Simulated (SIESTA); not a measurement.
**Convergence study of the k-point mesh for As (R-3m, 2 atoms in the cell)**

```
CELL_PARAMETERS angstrom
      3.69877    -1.88940     0.00000
      3.69877     1.88940     0.00000
      2.73362     0.00000     3.12698
ATOMIC_POSITIONS crystal
  As 0.23172 0.23172 0.23172
  As 0.77300 0.77300 0.77300
```

Method of the run: GGA PBE, numerical atomic orbitals TZP, PseudoDojo PBE standard norm-conserving potentials (rewritten from UPF to PSML) (SIESTA).

Base settings: XC.functional = GGA; XC.authors = PBE; potentials = PseudoDojo PBE standard; PAO.BasisSize = TZP; PAO.EnergyShift = 0.01 Ry; MeshCutoff = 300 Ry; kgrid.MonkhorstPack = 5 5 5; OccupationFunction = FD; ElectronicTemperature = 100 meV; MaxSCFIterations = 150.

Only quantities that move along the ladder and can be compared are tabulated.

Core times come from one kind of shared machine, to one figure; runs under 30 s give none.

The starting cell has typed, rounded lattice constants, without a prior relaxation at this level. Its lattice was rescaled by up to half a per cent. One atom was moved a little off its site on purpose. Values carry the incompleteness of an atom-centred basis. In the base run, with a pressure of about 4 GPa the cell is away from its equilibrium volume at this level.

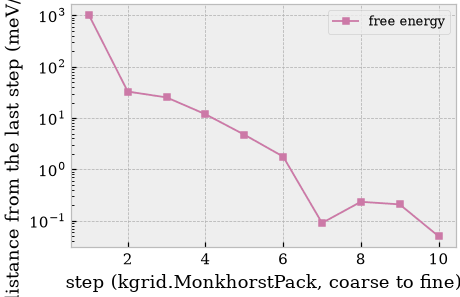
Fig. 1. Distance from the last step along the ladder; very small values are drawn at a floor.

| kgrid.MonkhorstPack | free energy less the last step's (meV/atom) | pressure (GPa) | largest difference of a force vector from the last step's (eV/Å) | core time / last (rough) |
|---|---|---|---|---|
| 2 2 2 | 1014.46 | 15.43 | 2.661 | – |
| 4 4 4 | -32.80 | 4.17 | 0.332 | – |
| 5 5 5 | -25.25 | 3.98 | 0.157 | – |
| 7 7 7 | -11.87 | 4.17 | 0.032 | – |
| 9 9 9 | -4.75 | 4.26 | 0.000 | – |
| 11 11 11 | -1.78 | 4.28 | 0.012 | 0.1 |
| 14 14 14 | -0.09 | 4.31 | 0.009 | 0.2 |
| 17 17 17 | 0.23 | 4.32 | 0.003 | 0.2 |
| 18 18 18 | 0.21 | 4.33 | 0.002 | 0.5 |
| 23 23 23 | 0.04 | 4.32 | 0.001 | 0.7 |
| 28 28 28 | 0.00 | 4.32 | 0.000 | 1 |

Coarsest kgrid.MonkhorstPack that holds the free energy within 1 meV/atom of the last step, with all finer ones: 14 14 14, at about 0.2 of the last step's time; the step before is off by 1.8 meV/atom.

Coarsest kgrid.MonkhorstPack that holds the forces within 0.005 eV/Å of the last step, with all finer ones: 17 17 17, at about 0.2 of the last step's time; the step before is off by 0.009 eV/Å.

Coarsest kgrid.MonkhorstPack that holds the pressure within 0.05 GPa of the last step, with all finer ones: 11 11 11, at about 0.1 of the last step's time; the step before is off by 0.06 GPa.
